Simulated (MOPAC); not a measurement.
**Run report: C$_{3}$H$_{5}$FSn, frequency calculation (part 2 of 3)**

C$_{3}$H$_{5}$FSn, SMILES C#[C][SnH]([CH3])[F]; PM6-D3H4, closed shell, dispersion D3H4 (MOPAC 23.2.5). The geometry was optimised with PM6-D3H4.

Geometry of the input (Å):
```
C  0.3367  2.4607  -1.3134
C  0.0823  1.3207  -1.0314
Sn -0.3120  -0.6232  -0.5540
C  -0.0316  -0.9282  1.5383
F  1.1894  -1.6376  -1.3915
H  0.5533  3.4427  -1.5577
H  -1.7087  -1.2369  -1.2501
H  -0.7737  -0.3391  2.0986
H  -0.1390  -2.0017  1.7654
H  0.9886  -0.5988  1.8053
```

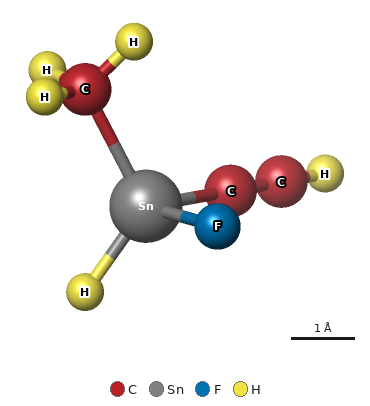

The structure (ball-and-stick view, seen at a tilt). Sticks mark near contacts.

Log, continued:
```
           1   -0.0001   -0.0001   -0.1973   -0.0009    0.0000   -0.0000   -0.0050   -0.1067
           2    0.0000   -0.0000   -0.0001   -0.0000   -0.0000   -0.0000   -0.0000   -0.0002
           3   -0.0000    0.0000    0.0001   -0.0000   -0.0000   -0.0000   -0.0000   -0.0001
           4   -0.0000   -0.0000    0.2549    0.0014    0.0000    0.0000    0.0026    0.0462
           5    0.0001   -0.0001    0.0004   -0.0003   -0.0001   -0.0001    0.0000   -0.0000
           6    0.0006    0.0005   -0.0000   -0.0004   -0.0000    0.0001    0.0001   -0.0000
           7    0.0001    0.0001   -0.0012    0.0034    0.0001   -0.0001   -0.0001   -0.0002
           8   -0.0001    0.0002    0.0001   -0.0058   -0.0001   -0.0001   -0.0001   -0.0000
           9   -0.0001   -0.0001    0.0001   -0.0045   -0.0000    0.0000   -0.0004    0.0000
          10   -0.0397   -0.0276   -0.0006    0.0007    0.0362   -0.0323   -0.0063    0.0009
          11    0.0308   -0.0387   -0.0000   -0.0000   -0.0348   -0.0374   -0.0028    0.0003
          12    0.0052    0.0173   -0.0004    0.0013   -0.0078    0.0172   -0.0173    0.0020
          13   -0.0000   -0.0003   -0.0002    0.0001    0.0000   -0.0000   -0.0000    0.0000
          14    0.0001   -0.0003   -0.0004   -0.0004   -0.0000   -0.0000   -0.0001    0.0000
          15    0.0001   -0.0003    0.0002   -0.0001   -0.0000   -0.0000    0.0001   -0.0000
          16    0.0000   -0.0000   -0.5283   -0.0029   -0.0004    0.0003    0.0333    0.7414
          17   -0.0003    0.0003   -0.0004    0.0001    0.0001    0.0001    0.0001    0.0020
          18   -0.0009   -0.0009   -0.0007    0.0003    0.0001   -0.0001   -0.0000    0.0010
          19   -0.0028   -0.0006   -0.0024   -0.4127   -0.0000   -0.0002   -0.0012    0.0003
          20    0.0012   -0.0014   -0.0073    0.6923    0.0005   -0.0005    0.0036   -0.0001
          21   -0.0040    0.0014   -0.0059    0.5334    0.0007    0.0001    0.0045   -0.0002
          22    0.3973    0.0213    0.0007    0.0007    0.0670    0.1018   -0.0832    0.0088
          23   -0.1676   -0.1105    0.0022    0.0035    0.0983    0.3755   -0.2539    0.0277
          24   -0.0675   -0.1338   -0.0000   -0.0047   -0.0915   -0.2630    0.1608   -0.0179
          25    0.0313   -0.0432   -0.0024   -0.0045   -0.3181    0.3647    0.3096   -0.0346
          26   -0.2876    0.3324   -0.0002   -0.0009   -0.0664    0.0160    0.0344   -0.0039
          27    0.1549    0.0564   -0.0001   -0.0013    0.0065   -0.0009   -0.0230    0.0024
          28    0.0371    0.3434    0.0014    0.0014   -0.1898   -0.0728   -0.1386    0.0148
          29    0.0954    0.2291   -0.0022   -0.0053    0.3925    0.0648    0.2570   -0.0281
          30   -0.1456   -0.1213    0.0005   -0.0053    0.1822    0.0550    0.1040   -0.0117

           MASS-WEIGHTED COORDINATE ANALYSIS (NORMAL COORDINATES)

   Root No.       1         2         3         4         5         6         7         8

                 1 A       2 A       3 A       4 A       5 A       6 A       7 A       8 A

                 -45.3     105.5     124.4     150.4     325.4     335.2     462.4     552.2

           1   -0.0074   -0.0065   -0.0976   -0.0295   -0.0024    0.0000    0.6440    0.0048
           2    0.0640   -0.2390   -0.3914    0.0633   -0.2650    0.1348   -0.0081    0.0172
           3   -0.0074    0.4726   -0.1855    0.0588   -0.1429   -0.2590   -0.0058   -0.0144
           4   -0.0074   -0.0066   -0.0973   -0.0292   -0.0031    0.0002    0.6057    0.0040
           5    0.0422   -0.0325    0.0072   -0.0493    0.7337   -0.4115    0.0572   -0.0865
           6   -0.0047    0.0705    0.0037   -0.0343    0.3812    0.7634    0.0335    0.0641
           7   -0.0204   -0.0098   -0.3090   -0.0918    0.1150   -0.0067   -0.4067    0.0493
           8   -0.0189    0.1294    0.2195   -0.2934   -0.1456    0.0590   -0.0023    0.1935
           9    0.0181   -0.2306    0.1243   -0.1737   -0.0836   -0.1131    0.0037   -0.1825
          10    0.0016   -0.4598    0.4085    0.0742   -0.0975   -0.0918   -0.0353    0.0183
          11    0.0109   -0.0269   -0.0710    0.5042    0.0426    0.0071   -0.0089   -0.0050
          12    0.0010    0.1047   -0.1276   -0.1747   -0.0001   -0.0145   -0.0525    0.0117
          13    0.0616    0.5105    0.5287    0.1993   -0.1293    0.1294   -0.0043   -0.1228
          14   -0.0502   -0.0505   -0.1164    0.1836    0.0226    0.0194   -0.0253   -0.2731
          15   -0.0378   -0.0193   -0.0108    0.5937    0.0613   -0.0201    0.0159    0.2589
          16   -0.0022   -0.0019   -0.0283   -0.0088    0.0005   -0.0001    0.1886    0.0018
          17    0.0241   -0.1157   -0.2001    0.0436   -0.2670    0.1445   -0.0167    0.0187
          18   -0.0030    0.2261   -0.0944    0.0376   -0.1403   -0.2705   -0.0081   -0.0121
          19   -0.0092    0.0055   -0.1040   -0.0012   -0.1876   -0.0424    0.0567   -0.1166
          20   -0.0133   -0.0023   -0.0195   -0.0119   -0.0909    0.0590    0.0228   -0.5618
          21    0.0109    0.0027    0.0019   -0.0278   -0.0566   -0.1110    0.0426    0.6410
          22    0.5025   -0.1760    0.1474    0.0696   -0.0443   -0.0493    0.0017   -0.0202
          23   -0.2480   -0.0179   -0.0212    0.2023    0.0254   -0.0020   -0.0020   -0.0479
          24   -0.1378   -0.0024   -0.0255    0.0467    0.0112   -0.0182   -0.0108   -0.0708
          25   -0.0661   -0.1328    0.1213    0.0162   -0.0314   -0.0283   -0.0103    0.0072
          26    0.5670   -0.0011   -0.0529    0.1875    0.0339    0.0098   -0.0067   -0.0386
          27   -0.0699    0.1155   -0.1309   -0.0949    0.0496    0.0407   -0.0403    0.0118
          28   -0.4258   -0.1717    0.1843    0.0016   -0.0683   -0.0528    0.0035    0.0327
          29   -0.3108   -0.0172   -0.0117    0.1767    0.0159   -0.0042   -0.0010   -0.0278
          30    0.2058    0.0080    0.0149   -0.1357   -0.0453   -0.0173   -0.0064    0.0746

   Root No.       9        10        11        12        13        14        15        16

                 9 A      10 A      11 A      12 A      13 A      14 A      15 A      16 A

                 583.8     595.7     597.8     826.7     833.4     868.7     872.1    1317.5

           1   -0.0569   -0.0671   -0.0070    0.0006   -0.0041    0.0012    0.0022    0.0025
           2   -0.0192   -0.0150    0.0011    0.0110    0.0091   -0.2237   -0.3802    0.0003
           3   -0.0225   -0.0110    0.0030   -0.0082    0.0092   -0.3793    0.2246   -0.0004
           4   -0.0504   -0.0607   -0.0063    0.0004   -0.0032    0.0003    0.0007    0.0006
           5    0.1151    0.1220   -0.0332   -0.0234   -0.0119    0.0817    0.1406   -0.0003
           6    0.1344    0.0959    0.0111    0.0234   -0.0259    0.1387   -0.0833    0.0005
           7   -0.1285    0.0694    0.0178    0.0368   -0.0671   -0.0015   -0.0008   -0.0073
           8   -0.1685    0.0982   -0.1823    0.0705    0.0395    0.0047    0.0088   -0.0040
           9   -0.1771    0.1045    0.2505   -0.0255    0.0143    0.0077   -0.0052   -0.0194
          10    0.1680   -0.1777   -0.1585   -0.1586    0.2984    0.0069   -0.0011   -0.1166
          11    0.0460   -0.0768   -0.0780   -0.3041   -0.1818   -0.0038   -0.0083   -0.0593
          12    0.4417   -0.5204   -0.4354    0.0979   -0.0817   -0.0029    0.0025   -0.3522
          13    0.0949   -0.0477    0.1364   -0.0102    0.0083    0.0003    0.0008   -0.0000
          14    0.3025   -0.3072    0.6211   -0.0019   -0.0021   -0.0003   -0.0009   -0.0015
          15   -0.1431    0.1473   -0.2841   -0.0145   -0.0041   -0.0009    0.0004    0.0020
          16   -0.0182   -0.0201   -0.0021    0.0006   -0.0020   -0.0021   -0.0008    0.0020
          17   -0.0271   -0.0270    0.0074   -0.0118   -0.0136    0.4488    0.7594   -0.0002
          18   -0.0290   -0.0222   -0.0023    0.0066   -0.0080    0.7604   -0.4481    0.0004
          19    0.5974    0.6038   -0.0826   -0.0283    0.0848   -0.0032   -0.0017   -0.0046
          20    0.0603    0.2577   -0.2647   -0.0616   -0.0135    0.0003   -0.0054    0.0039
          21    0.3565    0.1510    0.2834    0.0611    0.0907   -0.0016    0.0063   -0.0003
          22    0.0647   -0.0218   -0.0429    0.3182   -0.0908   -0.0021    0.0064    0.1936
          23    0.0001   -0.0190   -0.0309    0.2569    0.0825    0.0009    0.0063    0.2344
          24    0.1015   -0.1222   -0.1212    0.6242    0.0859    0.0004    0.0151    0.4207
          25    0.0440   -0.0415   -0.0373   -0.0559    0.0499    0.0014   -0.0008    0.0031
          26   -0.0124   -0.0295   -0.0264    0.0629    0.1571    0.0033    0.0020    0.0934
          27    0.0496   -0.1768   -0.1056   -0.4240    0.5964    0.0142   -0.0046    0.5198
          28    0.0847   -0.0120   -0.0278   -0.0452   -0.3547   -0.0077   -0.0037    0.2772
          29    0.0051   -0.0182   -0.0241    0.0897    0.0056    0.0002    0.0015   -0.0764
          30    0.1536   -0.0996   -0.0841   -0.3192   -0.5629   -0.0129   -0.0103    0.4768

   Root No.      17        18        19        20        21        22        23        24

                17 A      18 A      19 A      20 A      21 A      22 A      23 A      24 A

                1341.1    1347.7    2321.5    2535.1    2688.3    2696.2    2871.7    2882.3

           1   -0.0007   -0.0007   -0.5529   -0.0032    0.0002   -0.0002   -0.0318   -0.4359
           2    0.0000   -0.0000   -0.0004   -0.0001   -0.0000   -0.0000   -0.0000   -0.0007
           3   -0.0000    0.0001    0.0002   -0.0001   -0.0000   -0.0000   -0.0000   -0.0003
           4   -0.0002   -0.0002    0.7143    0.0048    0.0002    0.0001    0.0162    0.1888
           5    0.0005   -0.0008    0.0012   -0.0012   -0.0004   -0.0003    0.0001   -0.0000
           6    0.0032    0.0030   -0.0000   -0.0015   -0.0002    0.0003    0.0007   -0.0000
           7    0.0019    0.0023   -0.0108    0.0382    0.0012   -0.0012   -0.0026   -0.0023
           8   -0.0017    0.0029    0.0009   -0.0644   -0.0013   -0.0013   -0.0010   -0.0000
           9   -0.0011   -0.0014    0.0005   -0.0503   -0.0006    0.0005   -0.0074    0.0005
          10   -0.2284   -0.1583   -0.0016    0.0026    0.2023   -0.1764   -0.0398    0.0035
          11    0.1769   -0.2223   -0.0001   -0.0001   -0.1942   -0.2046   -0.0176    0.0013
          12    0.0297    0.0992   -0.0012    0.0046   -0.0436    0.0942   -0.1095    0.0080
          13   -0.0002   -0.0021   -0.0009    0.0004    0.0003   -0.0002   -0.0001    0.0002
          14    0.0008   -0.0022   -0.0013   -0.0016   -0.0003   -0.0001   -0.0009    0.0002
          15    0.0007   -0.0020    0.0007   -0.0005   -0.0002   -0.0002    0.0008   -0.0001
          16    0.0000   -0.0000   -0.4288   -0.0030   -0.0006    0.0004    0.0612    0.8771
          17   -0.0005    0.0006   -0.0003    0.0002    0.0002    0.0002    0.0001    0.0024
          18   -0.0015   -0.0014   -0.0006    0.0003    0.0001   -0.0001   -0.0001    0.0012
          19   -0.0046   -0.0010   -0.0020   -0.4252   -0.0001   -0.0003   -0.0021    0.0004
          20    0.0020   -0.0023   -0.0059    0.7133    0.0007   -0.0008    0.0065   -0.0001
          21   -0.0066    0.0023   -0.0048    0.5496    0.0012    0.0002    0.0083   -0.0003
          22    0.6619    0.0354    0.0006    0.0007    0.1084    0.1611   -0.1527    0.0104
          23   -0.2793   -0.1837    0.0018    0.0036    0.1591    0.5945   -0.4662    0.0328
          24   -0.1125   -0.2225   -0.0000   -0.0048   -0.1480   -0.4164    0.2952   -0.0212
          25    0.0521   -0.0717   -0.0019   -0.0046   -0.5145    0.5774    0.5686   -0.0409
          26   -0.4791    0.5527   -0.0001   -0.0010   -0.1075    0.0253    0.0632   -0.0046
          27    0.2581    0.0939   -0.0001   -0.0013    0.0105   -0.0014   -0.0423    0.0029
          28    0.0619    0.5709    0.0012    0.0014   -0.3070   -0.1153   -0.2545    0.0175
          29    0.1590    0.3808   -0.0018   -0.0055    0.6349    0.1026    0.4720   -0.0333
          30   -0.2426   -0.2017    0.0004   -0.0055    0.2947    0.0870    0.1910   -0.0139

          DESCRIPTION OF VIBRATIONS

 VIBRATION          1    1A           ATOM PAIR      ENERGY CONTRIBUTION    RADIAL
 FREQUENCY           -45.30         C  4 -- H  8         +33.5% (-99.9%)      0.0%
 TRANSITION DIPOLE   0.0124         C  4 -- H  9         +33.2% (-99.9%)      0.0%
 TRAVEL (Ang.)       0.0000         C  4 -- H 10         +33.0% (-99.9%)      0.0%
 REDUCED MASS        0.3269
 EFFECTIVE MASS      3.1747
 FORCE CONSTANT     -0.0004

 VIBRATION          2    2A           ATOM PAIR      ENERGY CONTRIBUTION    RADIAL
 FREQUENCY           105.45         Sn 3 -- C  4         +25.5% (413.5%)      5.8%
 TRANSITION DIPOLE   0.2513         C  4 -- H  8         +21.9% (383.1%)     20.2%
 TRAVEL (Ang.)       0.4304         C  4 -- H 10         +21.4% (379.4%)     24.4%
 REDUCED MASS        3.4519         C  4 -- H  9         +16.2% (329.5%)     99.5%
 EFFECTIVE MASS    162.0643
 FORCE CONSTANT      0.0226

 VIBRATION          3    3A           ATOM PAIR      ENERGY CONTRIBUTION    RADIAL
 FREQUENCY           124.35         Sn 3 -- C  4         +22.9% (337.0%)      0.1%
 TRANSITION DIPOLE   0.5648         C  4 -- H  8         +18.2% (300.6%)      8.2%
 TRAVEL (Ang.)       0.3129         C  4 -- H 10         +17.1% (291.4%)     52.5%
 REDUCED MASS        5.5378         C  4 -- H  9         +14.8% (271.2%)     96.6%
 EFFECTIVE MASS    170.6068
 FORCE CONSTANT      0.0505

 VIBRATION          4    4A           ATOM PAIR      ENERGY CONTRIBUTION    RADIAL
 FREQUENCY           150.42         Sn 3 -- C  4         +28.3% (335.9%)      3.7%
 TRANSITION DIPOLE   0.6371         C  4 -- H  9         +24.3% (311.3%)      8.5%
 TRAVEL (Ang.)       0.2665         C  4 -- H 10         +22.8% (301.3%)     44.2%
 REDUCED MASS        6.3118         C  4 -- H  8         +18.8% (273.8%)     94.5%
 EFFECTIVE MASS    122.1303
 FORCE CONSTANT      0.0841

 VIBRATION          5    5A           ATOM PAIR      ENERGY CONTRIBUTION    RADIAL
 FREQUENCY           325.37         C  1 -- C  2         +41.7% (111.9%)      0.0%
 TRANSITION DIPOLE   1.0626         C  2 -- Sn 3         +26.9% ( 89.8%)      1.0%
 TRAVEL (Ang.)       0.1868         C  1 -- Sn 3          +5.7% ( 41.4%)     44.8%
 REDUCED MASS        5.9375         C  1 -- H  6          +5.6% ( 41.1%)     45.0%
 EFFECTIVE MASS     18.8724
 FORCE CONSTANT      0.3704

 VIBRATION          6    6A           ATOM PAIR      ENERGY CONTRIBUTION    RADIAL
 FREQUENCY           335.23         C  1 -- C  2         +47.0% (111.3%)      0.0%
 TRANSITION DIPOLE   0.8894         C  2 -- Sn 3         +29.8% ( 88.5%)      0.0%
 TRAVEL (Ang.)       0.1704         C  1 -- H  6          +6.6% ( 41.7%)      0.0%
 REDUCED MASS        6.9300         C  1 -- Sn 3          +5.0% ( 36.4%)      0.2%
 EFFECTIVE MASS     15.2869
 FORCE CONSTANT      0.4588

 VIBRATION          7    7A           ATOM PAIR      ENERGY CONTRIBUTION    RADIAL
 FREQUENCY           462.43         C  1 -- Sn 3         +33.0% (255.6%)    100.0%
 TRANSITION DIPOLE   2.1378         C  2 -- Sn 3         +28.5% (237.5%)     99.8%
 TRAVEL (Ang.)       0.1446         C  1 -- H  6         +28.0% (235.4%)    100.0%
 REDUCED MASS        6.9738         C  1 -- C  2          +9.4% (136.5%)     20.2%
 EFFECTIVE MASS     30.2166
 FORCE CONSTANT      0.8786

 VIBRATION          8    8A           ATOM PAIR      ENERGY CONTRIBUTION    RADIAL
 FREQUENCY           552.17         Sn 3 -- H  7         +69.6% ( 89.6%)      0.0%
 TRANSITION DIPOLE   1.0971         Sn 3 -- F  5         +20.0% ( 48.1%)     93.2%
 TRAVEL (Ang.)       0.2716         C  4 -- H  8          +2.4% ( 16.8%)      0.1%
 REDUCED MASS        1.6559         C  4 -- H 10          +2.1% ( 15.6%)      0.0%
 EFFECTIVE MASS      9.1988
 FORCE CONSTANT      0.2975

 VIBRATION          9    9A           ATOM PAIR      ENERGY CONTRIBUTION    RADIAL
 FREQUENCY           583.82         Sn 3 -- H  7         +21.9% ( 71.6%)      2.6%
 TRANSITION DIPOLE   1.1646         Sn 3 -- C  4         +20.5% ( 69.4%)     96.1%
 TRAVEL (Ang.)       0.2510         C  4 -- H  9         +15.3% ( 59.9%)      8.4%
 REDUCED MASS        1.8336         C  4 -- H 10         +15.2% ( 59.7%)     12.6%
 EFFECTIVE MASS     12.0169         C  4 -- H  8         +14.6% ( 58.4%)     12.7%
 FORCE CONSTANT      0.3682

 VIBRATION         10   10A           ATOM PAIR      ENERGY CONTRIBUTION    RADIAL
 FREQUENCY           595.72         Sn 3 -- C  4         +22.2% ( 76.3%)     98.3%
 TRANSITION DIPOLE   0.3011         C  4 -- H 10         +17.5% ( 67.7%)      9.1%
 TRAVEL (Ang.)       0.2579         C  4 -- H  9         +17.4% ( 67.5%)     12.7%
 REDUCED MASS        1.7023         C  4 -- H  8         +17.3% ( 67.3%)     10.2%
 EFFECTIVE MASS     10.2692         Sn 3 -- H  7         +15.5% ( 63.7%)      2.5%
 FORCE CONSTANT      0.3559

 VIBRATION         11   11A           ATOM PAIR      ENERGY CONTRIBUTION    RADIAL
 FREQUENCY           597.77         Sn 3 -- F  5         +25.5% ( 73.4%)     98.0%
 TRANSITION DIPOLE   0.6548         Sn 3 -- C  4         +21.1% ( 66.8%)     91.8%
 TRAVEL (Ang.)       0.1351         C  4 -- H  8         +15.3% ( 56.9%)     10.4%
 REDUCED MASS        6.1830         C  4 -- H 10         +15.2% ( 56.7%)     10.4%
 EFFECTIVE MASS     20.6023         C  4 -- H  9         +15.1% ( 56.6%)     11.1%
 FORCE CONSTANT      1.3017

 VIBRATION         12   12A           ATOM PAIR      ENERGY CONTRIBUTION    RADIAL
 FREQUENCY           826.74         C  4 -- H  8         +48.7% ( 95.4%)      8.9%
 TRANSITION DIPOLE   0.7565         C  4 -- H  9         +23.7% ( 66.5%)      5.9%
 TRAVEL (Ang.)       0.3814         C  4 -- H 10         +18.7% ( 59.0%)      4.1%
 REDUCED MASS        0.5606         Sn 3 -- C  4          +8.5% ( 39.9%)      0.0%
 EFFECTIVE MASS      2.8446
 FORCE CONSTANT      0.2257

 VIBRATION         13   13A           ATOM PAIR      ENERGY CONTRIBUTION    RADIAL
 FREQUENCY           833.40         C  4 -- H 10         +41.4% ( 87.5%)      8.9%
 TRANSITION DIPOLE   0.7970         C  4 -- H  9         +37.2% ( 83.0%)      7.8%
 TRAVEL (Ang.)       0.3836         C  4 -- H  8         +12.3% ( 47.6%)      0.2%
 REDUCED MASS        0.5499         Sn 3 -- C  4          +8.5% ( 39.5%)      0.0%
 EFFECTIVE MASS      2.8178
 FORCE CONSTANT      0.2250
```
